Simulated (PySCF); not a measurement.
**BrH₅OSi₂: density, localisation and related maps**

Input

```
{"job": {"kind": "sp", "xc": "M06-2X", "basis": "def2-TZVP", "grid": 3}, "charge": 0, "multiplicity": 1}
Si    -1.573895     0.092039     0.461908
O     -0.018466     0.409277     0.084328
Si     1.515655     0.147632    -0.299146
Br     1.819494    -2.030714    -0.381626
H     -1.726678    -1.357886     0.503356
H     -1.753031     0.727299     1.762854
H     -2.330504     0.721147    -0.615226
H      2.346073     0.647177     0.778895
H      1.748476     0.656017    -1.636746
```

Command:

```sh
OMP_NUM_THREADS=1 python redox_run.py task.json out
```

Geometry: GFN2-xTB.

The calculation used PySCF, DFT single point, gas phase, functional M06-2X.

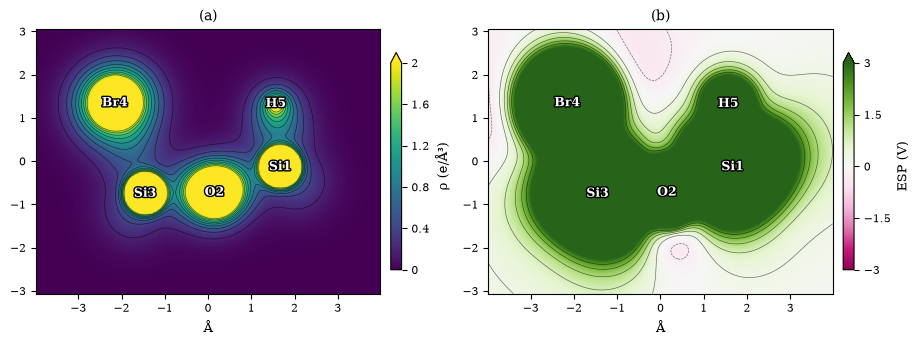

Figure 1. (a) total electron density; (b) electrostatic potential on the plane of atoms O2, Si3 and Br4.

**Read the bonding off the picture.**

- Atoms in the plane: Si, O, Br and H.
- Si–O (1.60 Å): the density is about 1.2 e/Å³ at the midpoint.
- Si–Br (2.20 Å): the density is about 0.81 e/Å³ at the midpoint.
- Si–H (1.46 Å): ρ is about 0.87 e/Å³ halfway.
- Outside the dense part of the molecule the potential is most negative (−0.4 V) near Br4.

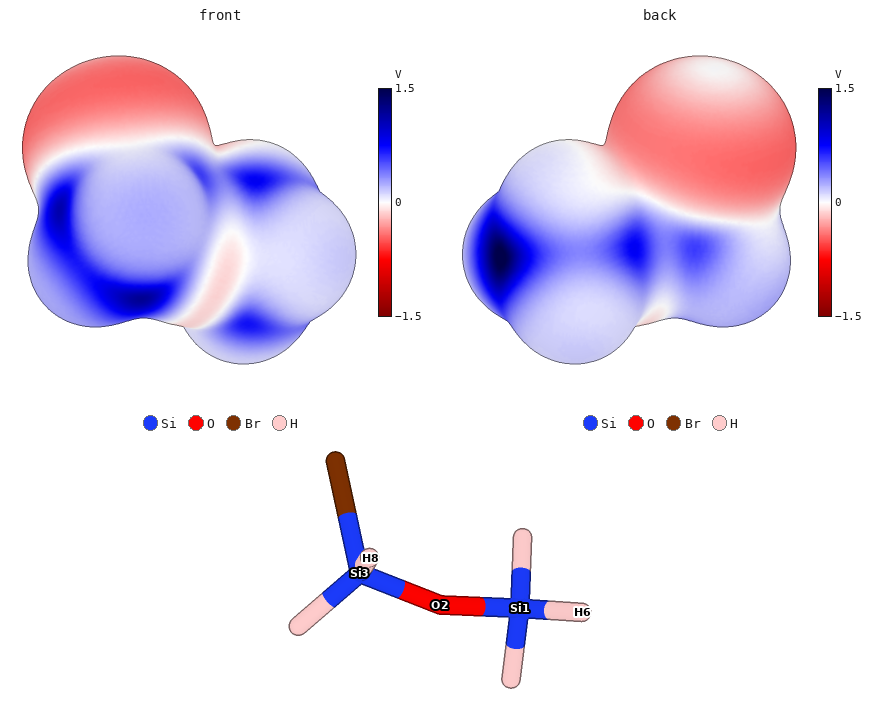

Figure 2. The electrostatic potential painted on the density surface at 0.001 e/bohr³, seen from the front and from behind; red is negative and blue positive. The bare structure is drawn below in the same view.

**Which sites attract a positive test charge, and which a negative one?**

A positive charge is drawn to the negative regions and a negative charge to the positive ones. The most negative region (about −0.4 V) lies over Br4, the most positive (about +1.4 V) over Si1.

**How polar is the molecule by this calculation?**

Its dipole moment is 1.47 D.
